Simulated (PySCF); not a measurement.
SMILES C(CC)O (C3H8O), singlet at its GFN2-xTB optimised geometry (Å):

```
12

C      1.7285    -0.4731     0.0000
C      0.2057    -0.4731     0.0000
C     -0.3566     0.9490     0.0000
O     -1.7639     0.9813    -0.0495
H      2.1104     0.0361     0.8823
H      2.1088     0.0380    -0.8813
H      2.1085    -1.4915    -0.0014
H     -0.1612    -1.0032     0.8841
H     -0.1671    -0.9972    -0.8824
H      0.0089     1.4915     0.8849
H     -0.0236     1.4846    -0.8920
H     -2.1104     0.4871     0.7020
```

Method: PySCF with PBE0/def2-TZVP. Cells within 0.4 Å of a nucleus heavier than hydrogen are left out (blank, or x).

Map of the electrostatic potential (hartree/e), clipped to [-0.08, 0.12] on the plane z = 0.0 Å:

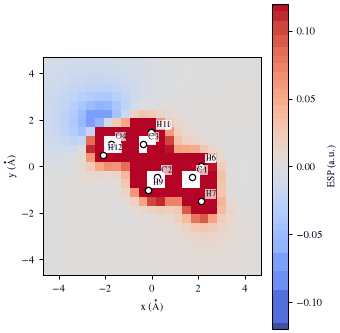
Electrostatic potential (hartree/e), clipped to [-0.08, 0.12] on the plane z = 0.0 Å.
